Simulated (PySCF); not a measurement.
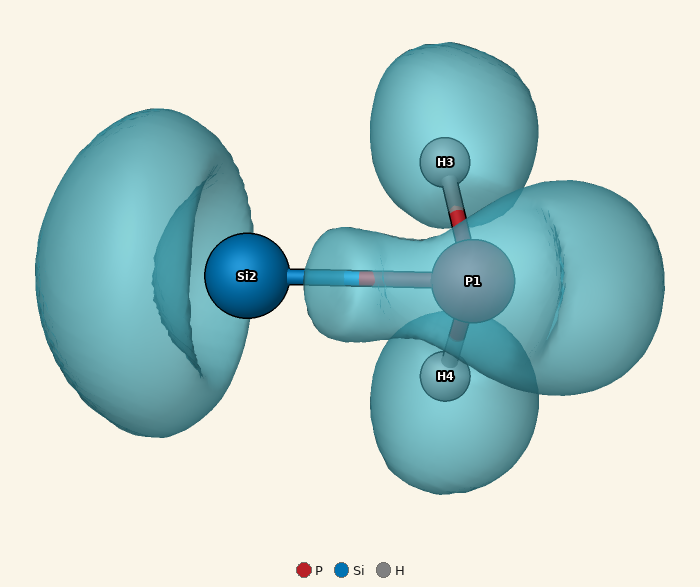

H₂PSi (SMILES [Si]=[PH2+]) (charge +1). Isosurface of the electron localisation function at 0.85 (cyan), seen across its widest extent. Only the valence region is drawn (cores and ρ < 0.01 e/Å³ removed).

Geometry: B3LYP-D4/def2-TZVP.

The calculation used PySCF, Gaussian-basis quantum chemistry of an isolated molecule with PySCF, energy and nuclear gradient, functional PBE0.

Identify the bonds, lone pairs and shells in this picture.

At this value the surface marks out two regions around hydrogen nuclei, one region on P in which the atom's valence shell and bonds are merged and one lobe on Si, pointing away from the bonds (lone pairs).

Values along the shortest contacts:
Si–P (2.18 Å): the ELF peaks at about 0.85 between the atoms; a shared electron pair. P–H (1.46 Å): the ELF climbs to about 1 towards the hydrogen, as it does in any bond to H.
